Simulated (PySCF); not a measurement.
Si(OH)3(SH), SMILES [Si](O)(O)(O)S (H4O3SSi), B3LYP/def2-SVP optimised geometry. Atoms within 1.6 Å of the plane z = 1.0 Å (x, y, z in Å): Si2 (-0.56, -0.96, 0.00), O3 (-1.01, -1.72, 1.40), O4 (1.09, -0.96, 0.00), S5 (-1.53, 0.96, 0.00), H7 (-1.95, -1.69, 1.62), H8 (1.53, -0.79, 0.84).

Calculation: B3LYP/def2-TZVP (PySCF).

Map of the Laplacian of the electron density (e/bohr⁵), clipped to [-1.50, 1.50] on the plane z = 1.0 Å:

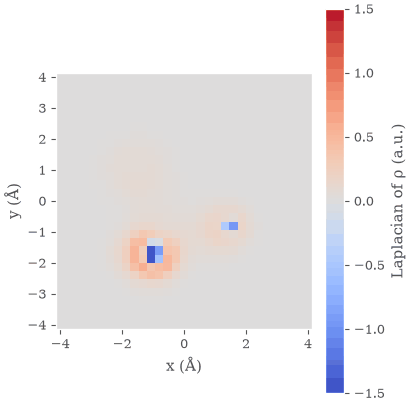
Figure: Laplacian of the electron density (e/bohr⁵), clipped to [-1.50, 1.50] on the plane z = 1.0 Å.
